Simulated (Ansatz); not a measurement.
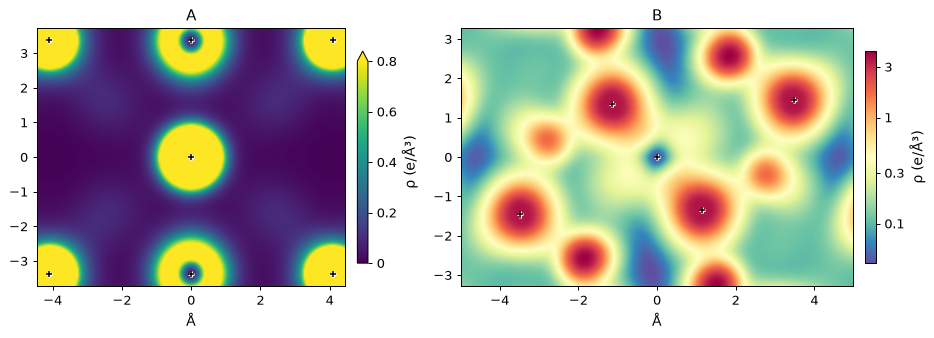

The valence charge density (pseudo) of 2 systems, each on a plane through atoms (crosses mark nuclei in the plane).

These are results of DFT, r2SCAN+rVV10, plane waves, PAW (Ansatz), not measurements.

System 1: SrAsBr5, the (11̄0) plane of the conventional cell. Space group P4/mmm; a structure from a database of computed crystals, not necessarily the ambient phase; started from the MgPPd5-123 prototype, which need not be the ambient phase.

System 2: Ti2SiN4, the (011) plane of the conventional cell. Space group C2/m; a structure from a database of computed crystals, not necessarily the ambient phase; started from the K2PdF4-12 prototype, which need not be the ambient phase; computed without spin polarisation.

Question: Which map belongs to which system?

Answer: Panel A is system 1, SrAsBr5: the plane holds Sr, As and Br. Sr–Br (3.38 Å): ρ is about 0.09 e/Å³ halfway. Panel B is system 2, Ti2SiN4: the plane holds Si and N. Si–N (1.77 Å): the density is about 1 e/Å³ at the midpoint.
